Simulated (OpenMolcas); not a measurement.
**One shape, several levels: NH+ (SMILES [NH+])**

Wanted: a comparison of 3 runs (UHF/6-31G**, U-r2SCAN/6-31G**, USVWN5/6-31G**) of NH+. 

The results are computed with OpenMolcas 26.06.

## Step 1: Starting point

NH+ has 2 atoms, charge +1, and is taken as a doublet. SMILES: `[NH+]`. The N1–H2 distance was set to 2.732 Å, away from the relaxed value.

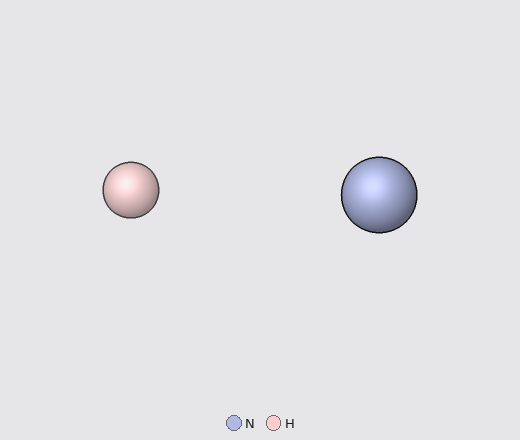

The structure, seen from a chosen angle (nitrogen light blue, hydrogen pink).

## Step 2: The energy at UHF/6-31G(d,p) (spherical functions) (run 1)

File calc.inp:

```
&GATEWAY
 BasLib
 $CurrDir
 Coord
 2
 angstrom
 N        0.000000       0.000000      -1.638950
 H        0.000000       0.000000       1.092650
 Basis
 6-31Gss
 Group
 NoSym

&SEWARD

&SCF
 UHF
 Charge
 1
 Spin
 2
 Thresholds
 1e-10 1e-07 1e-07 1e-05
 PrOrbitals
 1 1
```

The basis set 6-31G** is read from a file made from the Basis Set Exchange's data (not shown).

Command:

```sh
export MOLCAS_MEM=1860
pymolcas calc.inp > calc.log
```

The program printed:

```text
--- Start Module: gateway ---
[...]
--- Stop Module: gateway /rc=_RC_ALL_IS_WELL_ ---
--- Start Module: seward ---
[...]
      Basis functions           19
--- Stop Module: seward /rc=_RC_ALL_IS_WELL_ ---
--- Start Module: scf ---
[...]
       Convergence after  21 Iterations
[...]
::    Total SCF energy                                -54.3730796689
[...]
      Total spin, S                                     0.9036041510
[...]
      Total electronic charge=    7.000000
      Total            charge=    1.000000
[...]
      Dipole Moment (debye):
      Origin of the operator (angstrom)=    0.0000    0.0000   -1.4556
                   X= -9.7041E-17               Y=  1.1672E-16               Z= -4.1474E-01           Total=  4.1474E-01
      Center of Charge (angstrom)
[...]
--- Stop Module: scf /rc=_RC_ALL_IS_WELL_ ---
[...]
```

Wall time 2 s (1 thread of Arm Neoverse V1, shared host); peak memory 0.37 GiB.

## Step 3: A single-point energy at U-r2SCAN/6-31G(d,p) (spherical functions) (run 2)

File calc.inp:

```
&GATEWAY
 BASLIB
 $CurrDir
 COORD
 2
 angstrom
 N        0.000000       0.000000      -1.638950
 H        0.000000       0.000000       1.092650
 BASIS
 6-31Gss
 GROUP
 NoSym

&SEWARD
 GRIDINPUT
 Grid=UltraFine
 End of Grid

&SCF
 UHF
 CHARGE
 1
 SPIN
 2
 KSDFT
 2
 1.0 MGGA_X_R2SCAN
 1.0 MGGA_C_R2SCAN
 THRESHOLDS
 1e-10 1e-07 1e-07 1e-05
 PRORBITALS
 1 1
```

The basis set 6-31G** is read from a file made from the Basis Set Exchange's data (not shown).

Command:

```sh
export MOLCAS_MEM=1860
pymolcas calc.inp > calc.log
```

The program printed:

```text
--- Start Module: gateway ---
[...]
--- Stop Module: gateway /rc=_RC_ALL_IS_WELL_ ---
--- Start Module: seward ---
[...]
      Basis functions           19
--- Stop Module: seward /rc=_RC_ALL_IS_WELL_ ---
--- Start Module: scf ---
[...]
       Convergence after  23 Iterations
[...]
::    Total KS-DFT energy                             -54.5848628833
[...]
      Total spin, S                                     0.9163795170
[...]
      Total electronic charge=    7.000000
      Total            charge=    1.000000
[...]
      Dipole Moment (debye):
      Origin of the operator (angstrom)=    0.0000    0.0000   -1.4556
                   X= -1.8876E-16               Y= -8.6998E-17               Z=  5.3397E+00           Total=  5.3397E+00
      Center of Charge (angstrom)
[...]
--- Stop Module: scf /rc=_RC_ALL_IS_WELL_ ---
[...]
```

It took 7.5 s on 1 thread of Arm Neoverse V1, shared host; peak memory 0.37 GiB.

## Step 4: The energy at USVWN5/6-31G(d,p) (spherical functions) (run 3)

File calc.input:

```
&gateway
 baslib = $CurrDir
 coord
 2
 angstrom
 N        0.000000       0.000000      -1.638950
 H        0.000000       0.000000       1.092650
 basis = 6-31Gss
 group = NoSym

&seward
 gridinput
 Grid=UltraFine
 End of Grid

&scf
 uhf
 charge = 1
 spin = 2
 ksdft = SVWN5
 thresholds = 1e-10 1e-07 1e-07 1e-05
 prorbitals = 1 1
```

The basis set 6-31G** is read from a file made from the Basis Set Exchange's data (not shown).

Command:

```sh
export MOLCAS_MEM=1860
pymolcas calc.input > calc.log
```

The program printed:

```text
--- Start Module: gateway ---
[...]
--- Stop Module: gateway /rc=_RC_ALL_IS_WELL_ ---
--- Start Module: seward ---
[...]
      Basis functions           19
--- Stop Module: seward /rc=_RC_ALL_IS_WELL_ ---
--- Start Module: scf ---
[...]
       Convergence after  22 Iterations
[...]
::    Total KS-DFT energy                             -54.1228546276
[...]
      Total spin, S                                     0.9148640828
[...]
      Total electronic charge=    7.000000
      Total            charge=    1.000000
[...]
      Dipole Moment (debye):
      Origin of the operator (angstrom)=    0.0000    0.0000   -1.4556
                   X=  3.8116E-16               Y=  2.2020E-16               Z=  5.6233E+00           Total=  5.6233E+00
      Center of Charge (angstrom)
[...]
--- Stop Module: scf /rc=_RC_ALL_IS_WELL_ ---
[...]
```

Wall time 4.8 s (1 thread of Arm Neoverse V1, shared host); peak memory 0.37 GiB.

## Step 5: Overview of the runs

| run | level | integration grid | energy (Eh) | HOMO energy (eV) | LUMO energy (eV) | ⟨S²⟩ | wall time |
| --- | --- | --- | --- | --- | --- | --- | --- |
| 1 | UHF/6-31G** (spherical functions) | – | -54.373080 | -18.83 | -12.39 | 1.720 | 2 s |
| 2 | U-r2SCAN/6-31G** (spherical functions) | UltraFine | -54.584863 | -17.09 | -15.90 | 1.756 | 7.5 s |
| 3 | USVWN5/6-31G** (spherical functions) | UltraFine | -54.122855 | -16.57 | -16.51 | 1.752 | 4.8 s |

## Step 6: Results

| quantity | value |
| --- | --- |
| run 3: total energy | -54.12285 Eh |
| run 3: HOMO energy (highest over α and β) | -16.57 eV |
| run 3: LUMO energy (lowest over α and β) | -16.51 eV |
| run 3: ⟨S²⟩ | 1.752 |

What this shows: Totals of different functionals can't be ranked against each other. Spin contamination of the reference: run 2 ⟨S²⟩ = 1.76, run 3 ⟨S²⟩ = 1.75, run 1 ⟨S²⟩ = 1.72. Where it is this large, the reference is a mixture of spin states, and values that rest on it are in doubt. All runs together took 14 s, the longest 7.5 s.
